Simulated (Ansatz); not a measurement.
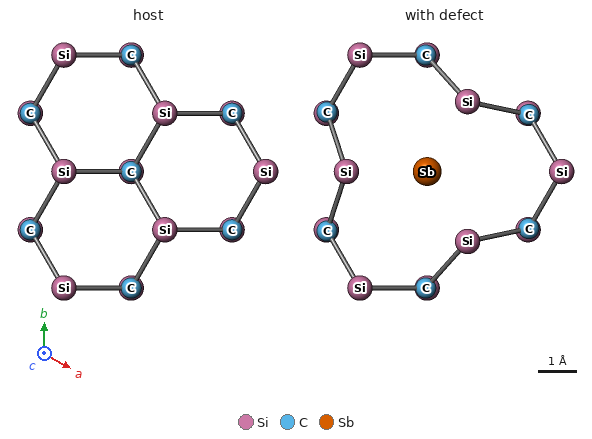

Left: perfect SiC. Right: the same region with one point defect, after relaxing the atoms in a supercell of 48 sites. A ball-and-stick model of the atoms within 4.6 Å of one point, in a slice 5.0 Å thick across the line of sight, seen along the c axis.

Method: DFT, PBE, plane-wave PAW, default files, scalar-relativistic (Ansatz 0.2.0). (plane-wave cutoff 420 eV; k-point mesh 4 × 4 × 2; occupations fermi dirac; smearing width 0.01 eV; collinear spin) The axes drawn are those of the host's conventional cell.

> Which defect is it?

A carbon atom is replaced by antimony.

The charge state of the cell is 0.

> How does the lattice respond?

In the host the C atom has 4 Si at 1.90 Å; the Sb atom ends with 4 Si at 2.30 to 2.33 Å. Of the host's atoms, a silicon atom moves furthest from its site, by 0.44 Å. The cell ends without a net magnetic moment. Relaxing the atoms from the host's sites lowers the energy by 14.03 eV.

Limits of the set-up: the periodic images lie only 6.2 Å apart, so the values are limited by the cell's size.
